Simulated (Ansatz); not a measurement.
## Run report: CH₅FO₂Ti, single-point calculation

CH₅FO₂Ti, computed with RKS revPBE-D4/def2-TZVPP (Ansatz 0.2.0).

The geometry comes from this level: PBE0-D4/def2-TZVP.

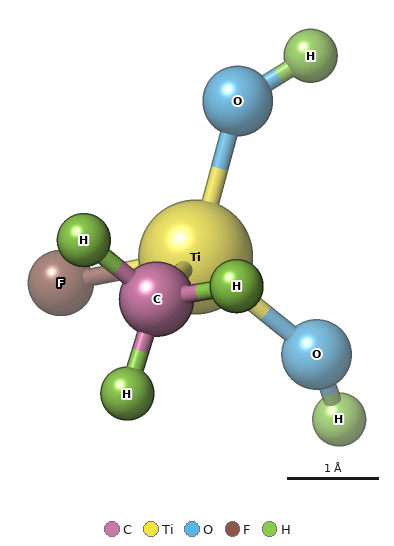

Figure 1. The input geometry (ball-and-stick view, seen at a tilt). Sticks mark near contacts. Bond lengths as drawn: C–H 1.09 Å, C–Ti 2.06 Å, F–Ti 1.77 Å, H–O 0.96 Å and O–Ti 1.78 to 1.79 Å.

## Summary

```json
{"quantity": "outcome", "value": "converged"}
{"quantity": "total energy", "value": "−31049.1393 eV"}
{"quantity": "mean-field energy", "value": "−31048.6149 eV"}
{"quantity": "dispersion energy", "value": "−0.5243 eV"}
{"quantity": "SCF solution under orbital rotations", "value": "stable"}
{"quantity": "HOMO", "value": "−6.39 eV"}
{"quantity": "LUMO", "value": "−2.49 eV"}
{"quantity": "hardware", "value": "4 CPU threads, shared host"}
{"quantity": "wall time", "value": "2.1 s (CPU time 7.3 s)"}
{"quantity": "peak memory", "value": "0.35 GiB"}
```

## Input
```yaml
crystal:
  periodic: [false, false, false]
  atoms:
    - {symbol: C, position_ang: [-1.346000, -0.108256, -0.562884]}
    - {symbol: Ti, position_ang: [0.436704, 0.347194, 0.361551]}
    - {symbol: O, position_ang: [0.538612, -0.751331, 1.766487]}
    - {symbol: O, position_ang: [1.695259, 0.038833, -0.856402]}
    - {symbol: F, position_ang: [0.309387, 2.042057, 0.841564]}
    - {symbol: H, position_ang: [-2.163219, 0.037204, 0.149573]}
    - {symbol: H, position_ang: [-1.488793, 0.551477, -1.423625]}
    - {symbol: H, position_ang: [-1.339137, -1.147941, -0.900367]}
    - {symbol: H, position_ang: [1.065492, -1.510684, 2.014860]}
    - {symbol: H, position_ang: [2.374897, 0.450146, -1.387855]}
basis:
  gaussian: {orbitals: def2-TZVPP}
hamiltonian: {xc: {name: revPBE}, dispersion: d4}
output: {orbitals: {seedname: orbitals}}
```

## The program's output
```
Functional definition: revPBE
  name "revPBE"
  cite "Zhang & Yang, Phys. Rev. Lett. 80, 890 (1998) doi:10.1103/PhysRevLett.80.890"
  cite "Perdew, Burke & Ernzerhof, Phys. Rev. Lett. 77, 3865 (1996) doi:10.1103/PhysRevLett.77.3865"
  parameter kappa = 1.245
  parameter beta = 0.06672455060314922
  exchange = pbe_x(kappa = kappa, mu = beta*pi^2/3)
  correlation = pbe_c(beta = beta)
1365 factors; their error is unknown
mean field evaluation 1: about -31026.3157 eV, gradient 1.1e2 eV
mean field evaluation 2: about -30598.1024 eV, gradient 5.3e2 eV
mean field evaluation 4: about -31039.4413 eV, gradient 7.5e1 eV
mean field evaluation 8: about -31048.6277 eV, gradient 1.3e0 eV
mean field evaluation 16: about -31048.6149 eV, gradient 1.0e-2 eV
mean field -31048.61485222 eV, -1141.0155503122 hartree, gradient 2.0e-5 eV, S^2 0.000000; 0 other end points of the search recorded, 0 dependent functions left out
reference -31048.61492160 eV, -1141.0155528617 hartree; 29, 29 occupied and 229, 229 virtual orbitals, 1365 factors
Total energy: -31049.13925023 eV, -1141.0348215834 hartree
```

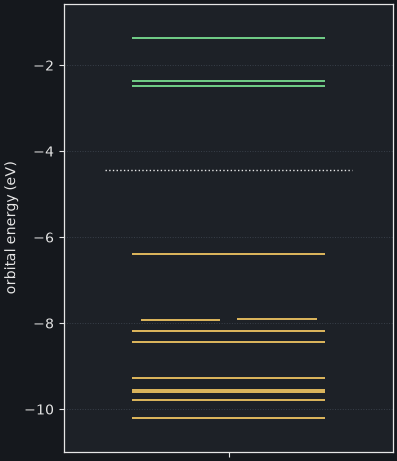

Figure 2. Orbital energies near the frontier; the dotted line parts filled from empty levels, and levels within 0.02 eV of each other stand side by side. Highest filled −6.39 eV, lowest empty −2.49 eV, 3.90 eV apart.
